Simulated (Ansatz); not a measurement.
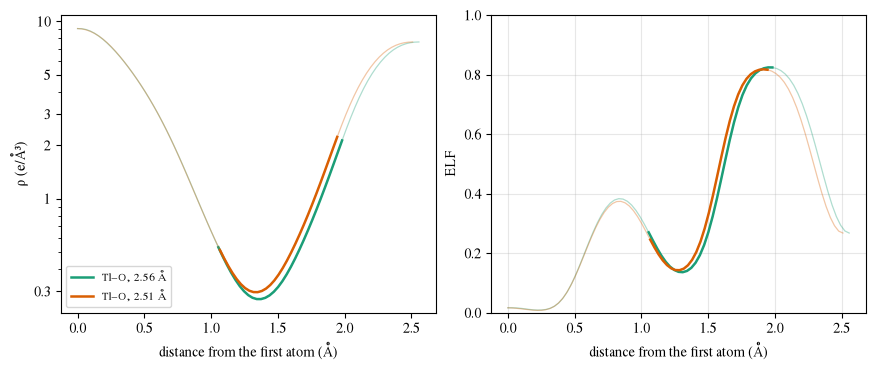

Figure. Tl$_{3}$O. Valence electron density and ELF along straight lines between neighbouring atoms. Thin, pale parts lie inside the atomic spheres.

Space group P-1; a generated structure, not necessarily the stable one; changed on purpose from its base cell (volume × 0.91, shape and atoms relaxed); computed pressure about 2 GPa in this cell; computed without spin polarisation.

Computed with Ansatz 0.2.0, DFT PBE, scalar-relativistic, plane waves, PAW.

Core electrons are frozen (PAW), and the valence fields are smoothed inside the atomic spheres.

> Compare the contacts.

Tl–O (2.56 Å): ρ is about 0.29 e/Å³ halfway; the ELF is about 0.15 at the midpoint: no localised pair shows between them.
Tl–O (2.51 Å): ρ is about 0.31 e/Å³ halfway; the ELF is about 0.15 at the midpoint: no localised pair shows between them.
